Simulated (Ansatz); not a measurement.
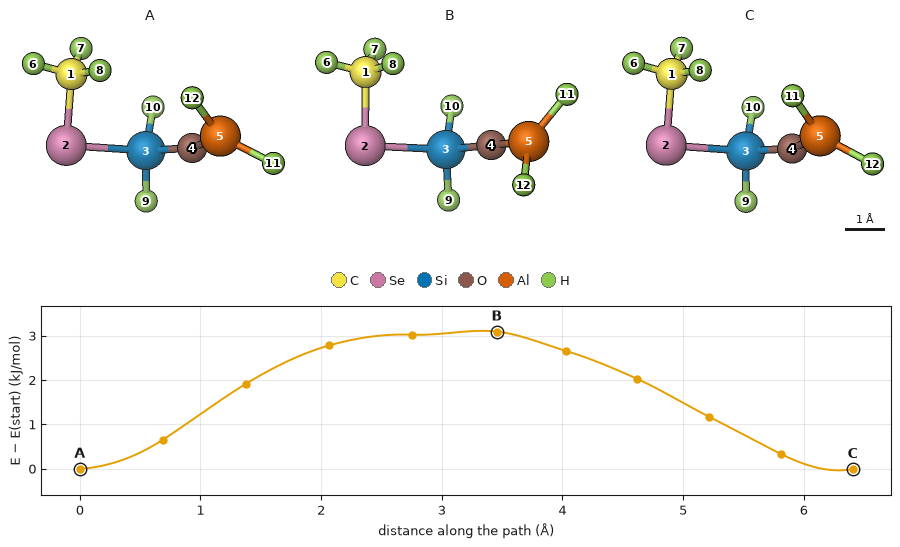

NEB run on CH7AlOSeSi. Images are numbered from 0 (start) to 10 (end). Frames A to C are images 0, 5, 10. A ball-and-stick model, seen from a free direction.

All numbers below come from RKS PBE0-D4/def2-SVP (Ansatz). Run with 9 movable images; climbing image; force threshold 0.05 eV/Å; iteration limit 35; starting path by image-dependent pair potential.

**Read off the barrier and say what moves.**

The motion is a rotation about the O4–Al5 bond by about 180°. No bond forms or breaks between the ends. Bond angles that change up to the highest image, for instance: Si3–O4–Al5 157.5° → 168.9°. The barrier is about 3.10 kJ/mol in both directions, with image 5 at the top; the ends have the same energy. The band converged in 15 iterations. The largest component of the band force went from 0.5 to 0.046 eV/Å. The climbing image converged on the top of the path. Its vibrational analysis gives one imaginary mode (52i cm⁻¹), as a transition state must have.
